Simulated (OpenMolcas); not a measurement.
**C4H6 (1-methylcyclopropene) at FNO-MP2/pcseg-2 (RICD fitting, virtual fraction 0.5)**

What is the energy change on altering one bond length of C4H6 (1-methylcyclopropene) at FNO-MP2/pcseg-2 (RICD fitting, virtual fraction 0.5)? 

Program for the calculation: OpenMolcas 26.06.

### 1 The system as given

C4H6: 10 atoms, total charge 0, spin state singlet. As SMILES, `CC1=CC1`. Geometry: relaxed at GFN2-xTB.

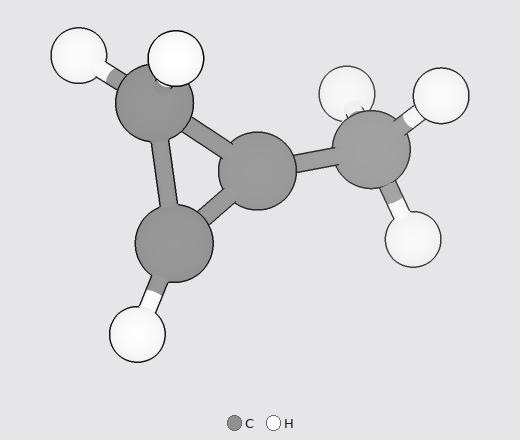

The structure, seen from a chosen angle (carbon grey, hydrogen white).

### 2 The energy at FNO-MP2/pcseg-2 (RICD fitting, virtual fraction 0.5)

Contents of job.inp:

```
&gateway
baslib = $CurrDir
coord
10
angstrom
C       -1.053480       0.772810      -0.696410
C       -0.088140      -0.135650      -0.073160
C        0.391000      -1.315120       0.183170
C        1.134670      -0.162410       0.798610
H       -1.791980       0.218400      -1.273100
H       -1.563120       1.356330       0.071250
H       -0.535220       1.470840      -1.354910
H        0.367870      -2.372020       0.089640
H        1.042920       0.029500       1.863470
H        2.095490       0.137330       0.391430
basis = pcseg-2
group = NoSym
ricd
&seward
&scf
prorbitals = 1 1
&mbpt2
fnomp2 = 0.5
domp2
frozen = 4
```

The basis set pcseg-2 is read from a file made from the Basis Set Exchange's data (not shown).

The run is started by

```sh
export MOLCAS_MEM=1860
pymolcas job.inp > job.log
```

What it wrote (excerpt; [...] marks lines left out):

```text
--- Start Module: gateway ---
[...]
--- Stop Module: gateway /rc=_RC_ALL_IS_WELL_ ---
[...]
      Basis functions          204
[...]
--- Start Module: scf ---
[...]
       Convergence after  12 Iterations
[...]
::    Total SCF energy                               -154.9171564243
[...]
      Total spin, S                                     0.0000000000
[...]
      Total electronic charge=   30.000000
      Total            charge=   -0.000000
[...]
      Dipole Moment (debye):
      Origin of the operator (angstrom)=    0.0781   -0.1709    0.0432
                   X= -7.1258E-01               Y=  2.1639E-01               Z= -4.9262E-01           Total=  8.9290E-01
      Quadrupole Moment (debye*angstrom):
[...]
--- Stop Module: scf /rc=_RC_ALL_IS_WELL_ ---
[...]
--- Start Module: mbpt2 ---
[...]
WARNING!
Default frozen orbitals as non valence orbitals is overwritten by user input.
Default values:   4
[...]
       Reference weight ( Cref**2 )         =        0.82685
::    Total MBPT2 energy                             -155.5436168669
[...]
--- Stop Module: mbpt2 /rc=_RC_ALL_IS_WELL_ ---
[...]
```

Wall time 27 s (1 thread of Arm Neoverse V1, shared host); peak memory 0.21 GiB.

### 3 The distorted shape at the same level

Contents of job.inp:

```
>>> EXPORT MOLCAS_PRINT=2

&GATEWAY
 BasLib=$CurrDir
 Coord
 10
 angstrom
 C       -1.044304       0.753617      -0.802908
 C       -0.078964      -0.154843      -0.179658
 C        0.400176      -1.334313       0.076672
 C        1.143846      -0.181603       0.692112
 H       -1.782804       0.199207      -1.379598
 H       -1.553944       1.337137      -0.035248
 H       -0.526044       1.451647      -1.461408
 H        0.377046      -2.391213      -0.016858
 H        1.042920       0.029500       1.863470
 H        2.104666       0.118137       0.284932
 Basis=pcseg-2
 Group=NoSym
 RICD

&SEWARD

&SCF
 PrOrbitals=1 1

&MBPT2
 FNOMP2=0.5
 DoMP2
 Frozen=4
```

The basis set pcseg-2 is read from a file made from the Basis Set Exchange's data (not shown).

The run is started by

```sh
export MOLCAS_MEM=1860
pymolcas job.inp > job.log
```

What it wrote (excerpt; [...] marks lines left out):

```text
--- Start Module: gateway ---
[...]
--- Stop Module: gateway /rc=_RC_ALL_IS_WELL_ ---
[...]
      Basis functions          204
[...]
--- Start Module: scf ---
[...]
       Convergence after  12 Iterations
[...]
::    Total SCF energy                               -154.9104912915
[...]
      Total spin, S                                     0.0000000000
[...]
      Total electronic charge=   30.000000
      Total            charge=   -0.000000
[...]
      Dipole Moment (debye):
      Origin of the operator (angstrom)=    0.0871   -0.1898   -0.0614
                   X= -7.5298E-01               Y=  1.6918E-01               Z= -6.5664E-01           Total=  1.0133E+00
      Quadrupole Moment (debye*angstrom):
[...]
--- Stop Module: scf /rc=_RC_ALL_IS_WELL_ ---
[...]
--- Start Module: mbpt2 ---
[...]
WARNING!
Default frozen orbitals as non valence orbitals is overwritten by user input.
Default values:   4
[...]
       Reference weight ( Cref**2 )         =        0.82552
::    Total MBPT2 energy                             -155.5377701803
[...]
--- Stop Module: mbpt2 /rc=_RC_ALL_IS_WELL_ ---
[...]
```

Run time: 26 s. Hardware: 1 thread of Arm Neoverse V1, shared host; peak memory 0.21 GiB.

### 4 Summary of results

At FNO-MP2/pcseg-2 (RICD fitting, virtual fraction 0.5), 4 core orbitals frozen:

| quantity | value |
| --- | --- |
| first shape: total energy | -155.54362 Eh |
| first shape: dipole moment (mean-field density) | 0.89 D |
| first shape: HOMO energy (Hartree–Fock orbitals) | -9.27 eV |
| first shape: LUMO energy (Hartree–Fock orbitals) | 2.73 eV |
| first shape: HOMO–LUMO gap (Hartree–Fock orbitals) | 12.00 eV |
| first shape: correlation energy (4 core orbitals frozen) | -626.5 mEh |
| distorted shape: total energy | -155.53777 Eh |
| distorted shape: dipole moment (mean-field density) | 1.01 D |
| distorted shape: HOMO energy (Hartree–Fock orbitals) | -9.24 eV |
| distorted shape: LUMO energy (Hartree–Fock orbitals) | 2.72 eV |
| distorted shape: HOMO–LUMO gap (Hartree–Fock orbitals) | 11.96 eV |
| distorted shape: correlation energy (4 core orbitals frozen) | -627.3 mEh |
| energy change with the C4–H9 bond stretched from 1.086 to 1.194 Å | 0.159 eV |

**Reading.** With the C4–H9 bond stretched from 1.086 to 1.194 Å the energy rises by 0.16 eV (15.4 kJ/mol). The first shape isn't relaxed at this level, so the change isn't measured from a minimum.
